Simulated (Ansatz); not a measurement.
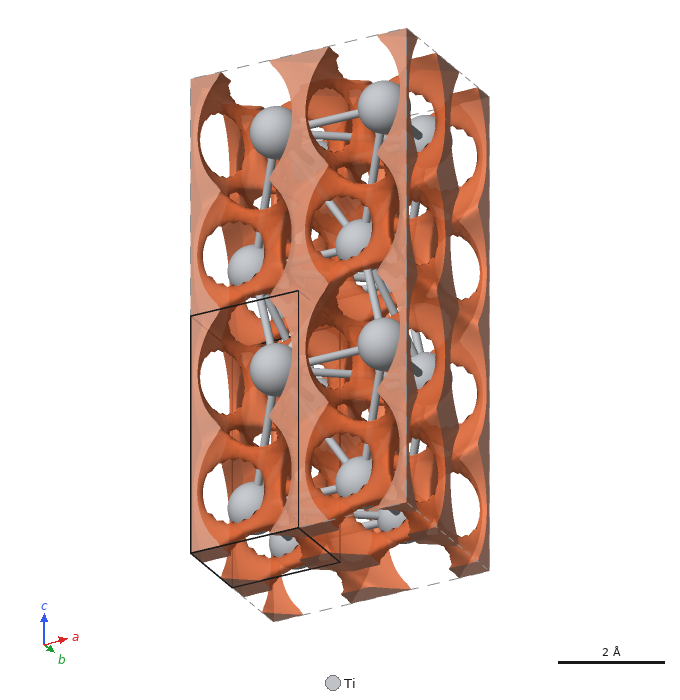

The orange surface encloses the points that the centre of a probe sphere of radius 0.10 Å can occupy in Ti (P6_3/mmc, No. 194), computed on a grid of about 0.12 Å (2×2×2 cells shown, view from a free direction; pale faces close the region where the box cuts it).

Atoms are hard spheres with touching radii (half the shortest distance): Ti 1.44 Å.

Origin of the cell: coordinates from a relaxation with Ansatz, DFT, r2SCAN, plane waves (500 eV) with PAW, scalar-relativistic.

```cif
data_structure
_symmetry_space_group_name_H-M 'P6_3/mmc'
_symmetry_Int_Tables_number 194
_cell_length_a 2.9359
_cell_length_b 2.9359
_cell_length_c 4.6416
_cell_angle_alpha 90.000
_cell_angle_beta 90.000
_cell_angle_gamma 120.000
_cell_volume 34.65
loop_
_atom_site_label
_atom_site_type_symbol
_atom_site_symmetry_multiplicity
_atom_site_Wyckoff_symbol
_atom_site_fract_x
_atom_site_fract_y
_atom_site_fract_z
_atom_site_occupancy
Ti1 Ti 2 c 0.33333 0.66667 0.25000 1
```

> Do these regions connect?

Where they connect, they form a three-dimensional network.

> What share of the cell can the probe's centre reach?

About 15 % of the volume (5 Å³ of 34.6 Å³).

> Give the largest included and the largest free sphere.

The largest sphere that fits anywhere has a diameter of 1.23 Å; the largest that can travel through the crystal, about 0.5 Å.

> How does the connectivity change as the probe shrinks?

Below a radius of about 0.26 Å the space forms one-dimensional channels along [001]. Below a radius of about 0.23 Å the space forms a three-dimensional network. These are grid estimates, good to about 0.05 Å.
